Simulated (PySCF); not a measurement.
# C6H5F (fluorobenzene): the cost of one run

Programs: PySCF 2.14.0, with density-fitted response routines of our own. Each step states its level of theory. These are calculated values for one molecule in the gas phase, unless marked as measured. Atoms count from 0, in the outputs and in this text.

## Step 1: The starting structure

12 atoms, charge 0, multiplicity 1; geometry from: PBE0-D3(BJ)/def2-SVP.

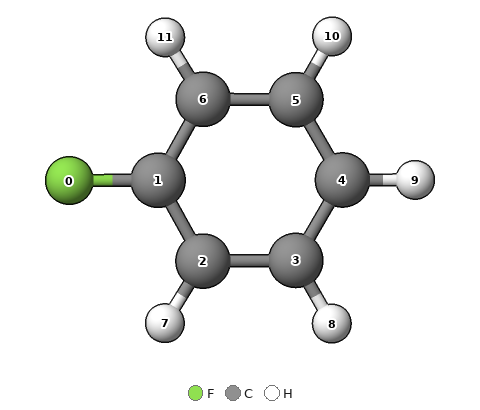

As it starts; fluorine green, carbon grey, hydrogen white, atoms numbered.

## Step 2: Nuclear shieldings: PBE0/6-31G*

The job: settings as JSON, then the geometry in Å.

```
{"job": {"kind": "nmr", "xc": "PBE0", "basis": "6-31G*", "pop": true}, "charge": 0, "multiplicity": 1}
F     -2.257719    -1.311525    -0.133284
C     -1.145644    -0.576571    -0.136310
C      0.087184    -1.218582    -0.153522
C      1.246556    -0.444581    -0.156600
C      1.168020     0.948057    -0.142541
C     -0.080484     1.569833    -0.125251
C     -1.248904     0.809603    -0.121989
H      0.121494    -2.309447    -0.164424
H      2.221040    -0.938115    -0.169898
H      2.079937     1.548797    -0.145262
H     -0.149384     2.660112    -0.114072
H     -2.237605     1.271759    -0.108644
```

With the program's defaults for keys left out, this is: GIAO PBE0/6-31G* NMR shielding, non-relativistic, gas phase.

Launch:

```bash
OMP_NUM_THREADS=1 python probes_run.py task.json out
```

The driver reads the jobs from task.json and runs them one after another.

**Question.** How long does this first job take on 1 thread of Arm Neoverse V1, shared host, and how much memory does it need?

About 8 s, with a peak of 0.6 GiB.
